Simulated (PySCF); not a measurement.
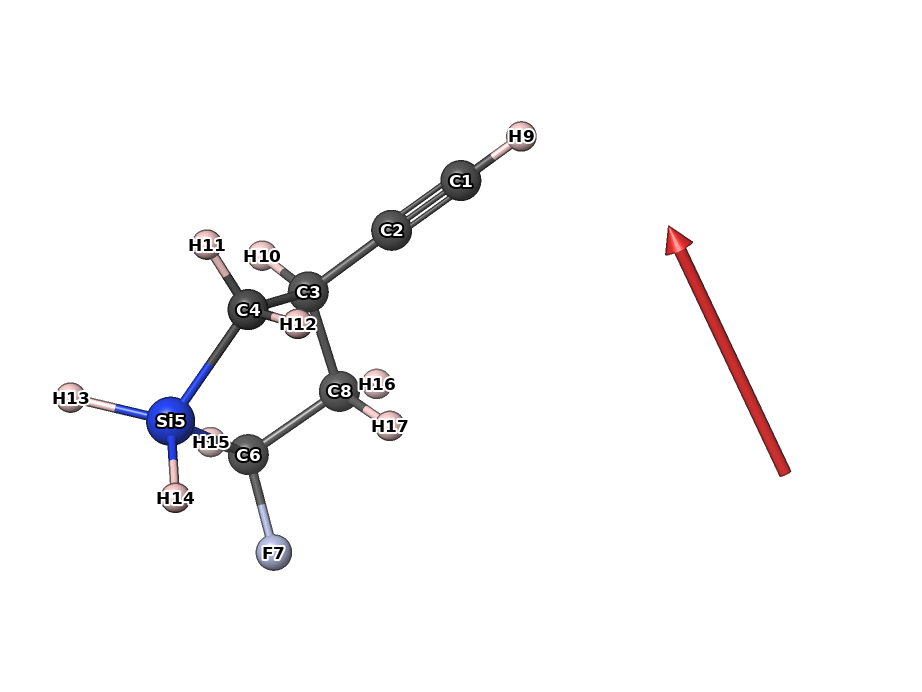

The arrow beside the molecule shows the direction of the dipole moment, from the negative to the positive end (its length means nothing). The geometry was computed by an optimisation with GFN2-xTB. No frequency run is at hand to confirm it as a minimum. Level of theory: PBE0/pcSseg-1, gas phase (PySCF 2.14.0).

Question: How large is the dipole moment?

Answer: 1.69 D; it points from the side of F7 to the side of H11 (the outermost atoms at the two ends).

The geometry is semi-empirical. Around Si such bond lengths and angles can be off by a tenth of an ångström or more and by several degrees, and values that hang on the shape move with them.
